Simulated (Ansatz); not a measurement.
# OF2 (oxygen difluoride) at revPBE/STO-3G

What is the electronic atomisation energy of OF2 (oxygen difluoride) at revPBE/STO-3G? 

The results are computed with Ansatz 0.2.0.

43 further runs of the same task are left out: 6 that didn't finish, 37 set aside as unsound or not needed.

## (1) Starting point

OF2 has 3 atoms, charge 0, and is taken as a singlet. As SMILES, `FOF`. The coordinates come from a PBE0-D4/def2-TZVP relaxation.

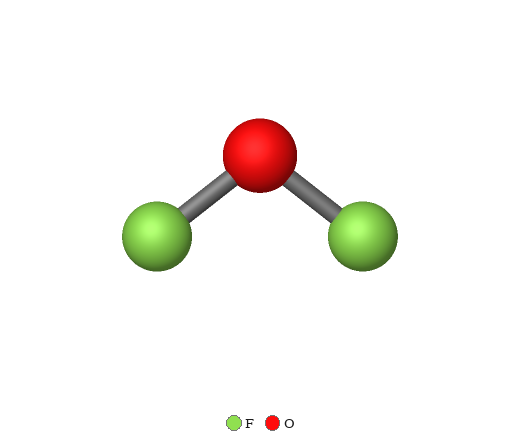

The structure, seen from a chosen angle (fluorine green, oxygen red).

## (2) The energy at revPBE/STO-3G

in.yaml reads:

```yaml
crystal:
  periodic: [false, false, false]
  atoms:
    - {symbol: F, position_ang: [0.953290, -0.339960, 0.488270]}
    - {symbol: O, position_ang: [0.000520, 0.563910, 0.062040]}
    - {symbol: F, position_ang: [-0.953810, -0.223960, -0.550310]}
basis:
  gaussian:
    orbitals: STO-3G
hamiltonian:
  xc: {name: revPBE}
accuracy: high
```

Command:

```console
$ ansatz run in.yaml --threads 1 --pin off --max-ram 3480MiB --events-out events.jsonl --progress --plain --runs-dir runs
```

What it wrote:

```text
Warning: RAYON_NUM_THREADS=1 ignored (pool sized by the plan → 1); use --threads N
Functional definition: revPBE
  name "revPBE"
  parameter kappa = 1.245
  parameter beta = 0.06672455060314922
  exchange = pbe_x(kappa = kappa, mu = beta*pi^2/3)
  correlation = pbe_c(beta = beta)
250 factors; integrals over basis functions are off by at most 4.6e-8 eV
mean field evaluation 1: about -7367.7171 eV, gradient 1.0e1 eV
mean field evaluation 2: about -7367.5826 eV, gradient 1.4e1 eV
mean field evaluation 4: about -7368.1137 eV, gradient 2.8e-2 eV
mean field evaluation 8: about -7368.0674 eV, gradient 7.3e-4 eV
mean field evaluation 16: about -7368.0674 eV, gradient 7.2e-8 eV
mean field -7368.06744544 eV, -270.7714843645 hartree, gradient 7.2e-8 eV, S^2 0.000000; 0 other end points of the search recorded, 0 dependent functions left out
reference -7368.06744609 eV, -270.7714843883 hartree; 13, 13 occupied and 2, 2 virtual orbitals, 250 factors
Total energy: -7368.06744609 eV, -270.7714843883 hartree
```

It took 0.36 s on 1 thread of Intel Xeon 6975P-C (Granite Rapids), shared host.

## (3) The F atom, same level

job.yaml reads:

```yaml
basis:
  gaussian:
    orbitals: STO-3G
crystal:
  periodic: [false, false, false]
  atoms:
    - {symbol: F, position_ang: [0.000000, 0.000000, 0.000000]}
magnetization:
  spin_polarized: true
  initial_magnetization: 1
hamiltonian:
  xc: {name: revPBE}
accuracy: high
```

Command:

```console
$ ansatz run job.yaml --threads 1 --pin off --max-ram 3480MiB --events-out events.jsonl --progress --plain --runs-dir runs
```

What it wrote:

```text
Warning: RAYON_NUM_THREADS=1 ignored (pool sized by the plan → 1); use --threads N
Functional definition: revPBE
  name "revPBE"
  parameter kappa = 1.245
  parameter beta = 0.06672455060314922
  exchange = pbe_x(kappa = kappa, mu = beta*pi^2/3)
  correlation = pbe_c(beta = beta)
15 factors; integrals over basis functions are off by at most 1.2e-9 eV
mean field evaluation 1: about -2673.3452 eV, gradient 6.4e-12 eV
mean field evaluation 2: about -2673.3458 eV, gradient 5.3e-11 eV
mean field evaluation 4: about -2673.3458 eV, gradient 0.0e0 eV
mean field evaluation 8: about -2673.3458 eV, gradient 2.8e-2 eV
mean field evaluation 16: about -2673.3457 eV, gradient 4.7e-13 eV
mean field -2673.34579578 eV, -98.2436459361 hartree, gradient 0.0e0 eV, S^2 0.750000; 5 other end points of the search recorded, 0 dependent functions left out
reference -2673.34579615 eV, -98.2436459498 hartree; 5, 4 occupied and 0, 1 virtual orbitals, 15 factors
Total energy: -2673.34579615 eV, -98.2436459498 hartree
```

Wall time 0.26 s (1 thread of Intel Xeon 6975P-C (Granite Rapids), shared host).

## (4) The O atom at the same level

run.yaml reads:

```yaml
crystal:
  periodic: [false, false, false]
  atoms:
    - symbol: O
      position_ang: [0.000000, 0.000000, 0.000000]
basis:
  gaussian:
    orbitals: STO-3G
magnetization:
  spin_polarized: true
  initial_magnetization: 2
hamiltonian:
  xc: {name: revPBE}
accuracy: high
```

Run the same way, it converges to -74.01699 Eh (log not shown).

## (5) Outcome

Level: revPBE/STO-3G.

| quantity | value |
| --- | --- |
| molecule: total energy | -270.77148 Eh |
| F atom: total energy | -98.24365 Eh |
| F atom: ⟨S²⟩ | 0.750 |
| O atom: total energy | -74.01699 Eh |
| O atom: ⟨S²⟩ | 2.000 |
| electronic atomisation energy | 7.271 eV |

What this shows: Taking the molecule apart into free atoms costs 7.27 eV (702 kJ/mol), before zero-point energy and without spin-orbit coupling. In a minimal basis such a difference can be off by several eV, whatever the method.
